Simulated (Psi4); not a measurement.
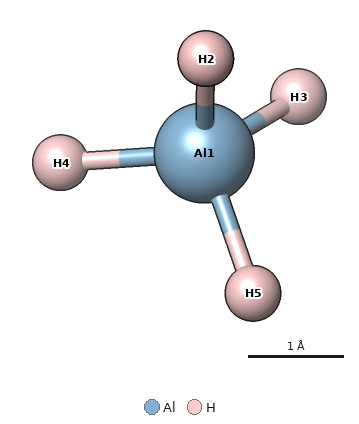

Fig. 1: The structure (ball-and-stick view, seen at a tilt; atoms are numbered from 1 in the order of the input). Sticks mark near contacts. Bond lengths as drawn: Al–H 1.63 Å.

## Single-point calculation of AlH4 (charge −1)

System: AlH4, charge −1, SMILES [AlH4-].
Method: HF/cc-pVTZ, RHF (Psi4 1.11).

The geometry comes from this level: GFN2-xTB.

The program's output:
```
Psi4 1.11 release

   => Loading Basis Set <=

    Name: CC-PVTZ
    Role: ORBITAL
    Keyword: BASIS

         ---------------------------------------------------------
                                   SCF
                              RHF Reference
                        1 Threads,   1525 MiB Core
         ---------------------------------------------------------

  ==> Geometry <==

    Molecular point group: c1
    Full point group: C1

    Geometry (in Bohr), charge = -1, multiplicity = 1:

       Center              X                  Y                   Z               Mass
    ------------   -----------------  -----------------  -----------------  -----------------
         AL          -0.000006754832     0.000017808370    -0.000331615904    26.981538530000
         H            2.727869595168    -0.953027761630     1.053171794096     1.007825032230
         H           -2.235458274832    -1.142435011630     1.776407784096     1.007825032230
         H           -0.385170734832    -0.977329641630    -2.890913395904     1.007825032230
         H           -0.107059744832     3.072315648370     0.070211854096     1.007825032230

  Running in c1 symmetry.

  Rotational constants: A =      2.37020  B =      2.36768  C =      2.36687 [cm^-1]
  Rotational constants: A =  71056.81698  B =  70981.25436  C =  70956.97822 [MHz]
  Nuclear repulsion =   18.102884363481468

  Charge       = -1
  Multiplicity = 1
  Electrons    = 18
  Nalpha       = 9
  Nbeta        = 9

  ==> Algorithm <==

  SCF Algorithm Type is DF.
  DIIS enabled.
  MOM disabled.
  Fractional occupation disabled.
  Guess Type is SAD.
  Energy threshold   = 1.00e-06
  Density threshold  = 1.00e-06
  Integral threshold = 1.00e-12

  ==> Primary Basis <==

  Basis Set: CC-PVTZ
    Blend: CC-PVTZ
    Number of shells: 36
    Number of basis functions: 90
    Number of Cartesian functions: 99
    Spherical Harmonics?: true
    Max angular momentum: 3

   => Loading Basis Set <=

    Name: CC-PVDZ-JKFIT
    Role: JKFIT
    Keyword: DF_BASIS_SCF

  ==> Integral Setup <==

  DFHelper Memory: AOs need 0.014 GiB; user supplied 1.118 GiB.
  SCF_SUBTYPE=INCORE selected. In-core MEM_DF algorithm will be used.
  Using in-core AOs.

  ==> MemDFJK: Density-Fitted J/K Matrices <==

    J tasked:                   Yes
    K tasked:                   Yes
    wK tasked:                   No
    Memory [MiB]:              1144
    Algorithm:                 Core
    Schwarz Cutoff:           1E-12
    Mask sparsity (%):       0.0000
    Fitting Condition:        1E-10

   => Auxiliary Basis Set <=

  Basis Set: CC-PVDZ-JKFIT
    Blend: CC-PVDZ-JKFIT
    Number of shells: 72
    Number of basis functions: 204
    Number of Cartesian functions: 230
    Spherical Harmonics?: true
    Max angular momentum: 3

  Minimum eigenvalue in the overlap matrix is 3.6442789110E-03.
  Reciprocal condition number of the overlap matrix is 7.2193193033E-04.
    Using symmetric orthogonalization.

  ==> Pre-Iterations <==

  SCF Guess: Superposition of Atomic Densities via on-the-fly atomic UHF (no occupation information).

   -------------------------
    Irrep   Nso     Nmo
   -------------------------
     A         90      90
   -------------------------
    Total      90      90
   -------------------------

  ==> Iterations <==

                           Total Energy        Delta E     RMS |[F,P]|

   @DF-RHF iter SAD:  -243.54782487177312   -2.43548e+02   0.00000e+00
   @DF-RHF iter   1:  -244.22116563011514   -6.73341e-01   1.78065e-03 ADIIS/DIIS
   @DF-RHF iter   2:  -244.24535183832555   -2.41862e-02   4.99650e-04 ADIIS/DIIS
   @DF-RHF iter   3:  -244.24666956788721   -1.31773e-03   1.27062e-04 ADIIS/DIIS
   @DF-RHF iter   4:  -244.24692264164153   -2.53074e-04   2.40530e-05 DIIS
   @DF-RHF iter   5:  -244.24693409585532   -1.14542e-05   2.62611e-06 DIIS
   @DF-RHF iter   6:  -244.24693422817066   -1.32315e-07   3.27530e-07 DIIS
  Energy and wave function converged.

  ==> Post-Iterations <==

    Orbital Energies [Eh]
    ---------------------

    Doubly Occupied:

       1A    -58.211537     2A     -4.627843     3A     -2.942318
       4A     -2.942318     5A     -2.942314     6A     -0.356894
       7A     -0.195651     8A     -0.195457     9A     -0.195340

    Virtual:

      10A      0.302064    11A      0.302097    12A      0.302189
      13A      0.396833    14A      0.452662    15A      0.465629
      16A      0.465633    17A      0.483471    18A      0.483503
      19A      0.483533    20A      0.581477    21A      0.581560
      22A      0.581677    23A      0.786453    24A      0.824565
      25A      0.824718    26A      0.824950    27A      1.007527
      28A      1.007580    29A      1.007781    30A      1.090111
      31A      1.090115    32A      1.190096    33A      1.190118
      34A      1.190224    35A      1.203228    36A      1.203320
      37A      1.203394    38A      1.345889    39A      1.497636
      40A      1.497799    41A      1.562930    42A      1.563074
      43A      1.563169    44A      1.563860    45A      1.565098
      46A      1.565527    47A      1.703277    48A      1.957825
      49A      1.957922    50A      1.958108    51A      2.613461
      52A      2.708024    53A      2.708251    54A      2.708506
      55A      3.263915    56A      3.264363    57A      3.265322
      58A      3.701287    59A      3.706444    60A      3.706470
      61A      3.706483    62A      3.730291    63A      3.730301
      64A      3.857754    65A      3.857984    66A      3.858737
      67A      3.962954    68A      3.963100    69A      3.963140
      70A      4.010509    71A      4.022631    72A      4.023230
      73A      4.023447    74A      4.061578    75A      4.061713
      76A      4.322628    77A      4.323162    78A      4.323281
      79A      4.436405    80A      4.437222    81A      4.437544
      82A      4.586141    83A      4.586320    84A      4.605388
      85A      4.605624    86A      4.605955    87A      5.013355
      88A      5.013804    89A      5.014352    90A      5.104837

    Final Occupation by Irrep:
              A
    DOCC [     9 ]
    NA   [     9 ]
    NB   [     9 ]

  @DF-RHF Final Energy:  -244.24693422817066

   => Energetics <=

    Nuclear Repulsion Energy =             18.1028843634814685
    One-Electron Energy =                -379.4802615687897855
    Two-Electron Energy =                 117.1304429771376618
    Total Energy =                       -244.2469342281706872

Computation Completed

Properties will be evaluated at   0.000000,   0.000000,   0.000000 [a0]

Properties computed using the SCF density matrix

 Multipole Moments:

 ------------------------------------------------------------------------------------
     Multipole            Electronic (a.u.)      Nuclear  (a.u.)        Total (a.u.)
 ------------------------------------------------------------------------------------

 L = 1.  Multiply by 2.5417464519 to convert [e a0] to [Debye]
 Dipole X            :         -0.0001933            0.0000930           -0.0001002
 Dipole Y            :          0.0006454           -0.0002453            0.0004001
 Dipole Z            :         -0.0086256            0.0045670           -0.0040586
 Magnitude           :                                                    0.0040795

 ------------------------------------------------------------------------------------

	total time  =          1 seconds =       0.02 minutes

  Variable Map:
  ----------------------------------------------------------------------------
  "CURRENT ENERGY"           =>    -244.246934228171
  "CURRENT REFERENCE ENERGY" =>    -244.246934228171
  "DD SOLVATION ENERGY"      =>       0.000000000000
  "HF KINETIC ENERGY"        =>     244.338536034547
  "HF POTENTIAL ENERGY"      =>    -488.585470262718
  "HF TOTAL ENERGY"          =>    -244.246934228171
  "HF VIRIAL RATIO"          =>       1.999625102909
  "NUCLEAR REPULSION ENERGY" =>      18.102884363481
  "ONE-ELECTRON ENERGY"      =>    -379.480261568790
  "PCM POLARIZATION ENERGY"  =>       0.000000000000
  "PE ENERGY"                =>       0.000000000000
  "SCF ITERATION ENERGY"     =>    -244.246934228171
  "SCF ITERATIONS"           =>       6.000000000000
  "SCF TOTAL ENERGY"         =>    -244.246934228171
  "TWO-ELECTRON ENERGY"      =>     117.130442977138

  Array Variable Map:
  ----------------------------------------------------------------------------
  "CURRENT DIPOLE"           =>      -0.000100232056 ... -0.004058598296 1 by 3
  "SCF DIPOLE"               =>      -0.000100232056 ... -0.004058598296 1 by 3
  "SCF TOTAL ENERGIES"       =>    -243.547824871773 ... -244.246934228171 1 by 7

    Psi4 run time: 0:00:00.93
```

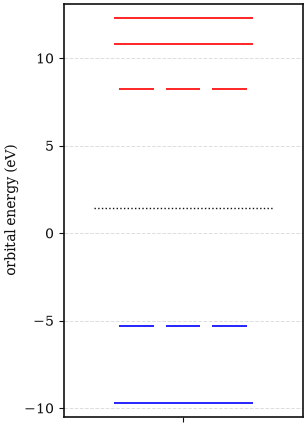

Fig. 2: Orbital energies near the frontier; the dotted line parts filled from empty levels, and levels within 0.02 eV of each other stand side by side. Highest filled −5.32 eV, lowest empty 8.22 eV, 13.54 eV apart.

This output came from the following input.

Input file (input.inp):
```
memory 1600 MB

molecule system {
  -1 1
  Al    -0.00003779     0.00011338    -0.00204090
  H      2.72783856    -0.95293219     1.05146251
  H     -2.23548931    -1.14233944     1.77469850
  H     -0.38520177    -0.97723407    -2.89262268
  H     -0.10709078     3.07241122     0.06850257
  units au
  symmetry c1
}

set {
  basis        cc-pVTZ
  puream       true
  scf_type     df
  df_basis_scf cc-pvdz-jkfit
}

energy("hf")
print_variables()
```

Command:
```bash
psi4 -n 1 input.inp input.out
```

Summary:

- outcome: converged
- total energy: −244.246934 hartree
- basis functions: 90
- HOMO: −5.32 eV
- LUMO: 8.22 eV
- hardware: 1 thread of Intel Xeon (Sapphire Rapids), 16 GiB of memory available, shared host
- wall time: 1.8 s
- peak memory: 0.29 GiB
